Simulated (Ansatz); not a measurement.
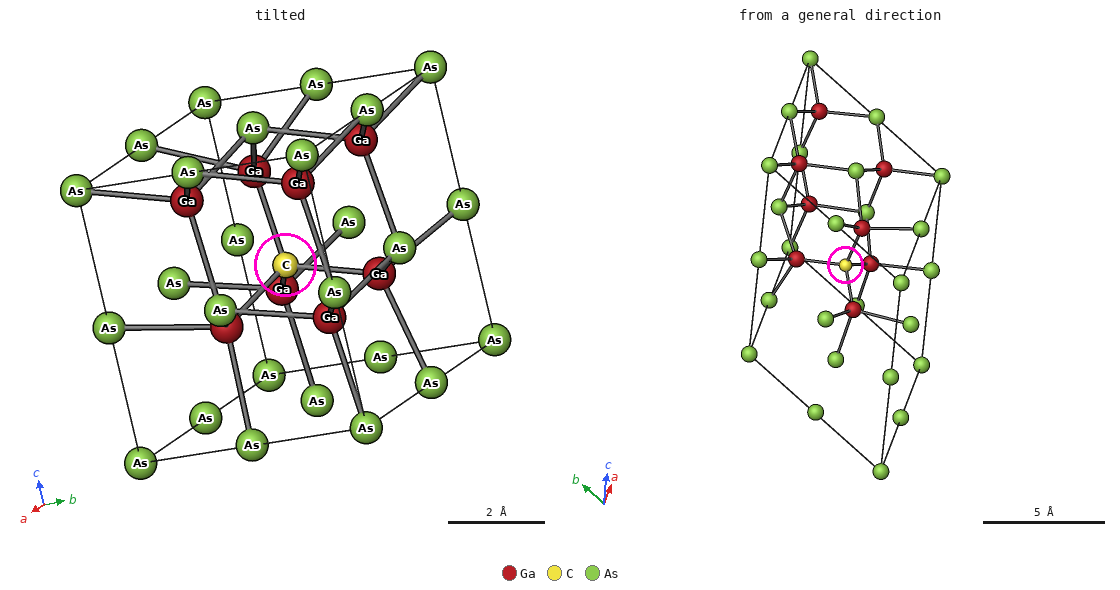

An orthographic ball-and-stick view of the structure, slightly off an axis and from a general direction. The wireframe shows the supercell. The host is GaAs, in a cell of 16 sites, and the cell carries a charge of -1. A ring marks the defect's site.

> Spot the defect.

Carbon on an arsenic site (a substitutional impurity). It is bonded to four Ga in a tetrahedral arrangement at about 2.1 Å.

The atoms were relaxed in the host's cell with DFT LDA, scalar-relativistic, plane waves, PAW in Ansatz.
